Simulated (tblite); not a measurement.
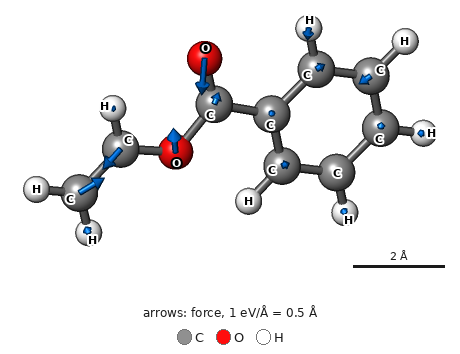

Starting geometry of C$_{9}$H$_{8}$O$_{2}$ with the computed forces as blue arrows. A ball-and-stick model, seen at a tilt.

All numbers below come from GFN2-xTB geometry optimisation, gas phase (tblite 0.8.0). 

What follows when this structure is relaxed?

Answer. It isn't relaxed: the largest force vector, on an O atom, is 1.82 eV/Å. The final displacements follow the starting forces only in part (cosine between the two patterns 0.54). An O atom moves most after the best rigid fit: 0.054 Å. By element the largest moves are O 0.054 Å, H 0.048 Å, C 0.042 Å. Among the contacts that change: C–C 1.344 → 1.320 Å, C–O 1.374 → 1.353 Å, C–O 1.224 → 1.206 Å, C–H 1.097 → 1.079 Å. Bond angles that change, for instance: O–C–O 126.9° → 123.4°, C–C–H 119.2° → 121.3°. Over 19 geometry steps the energy falls by 10.6 kJ/mol.
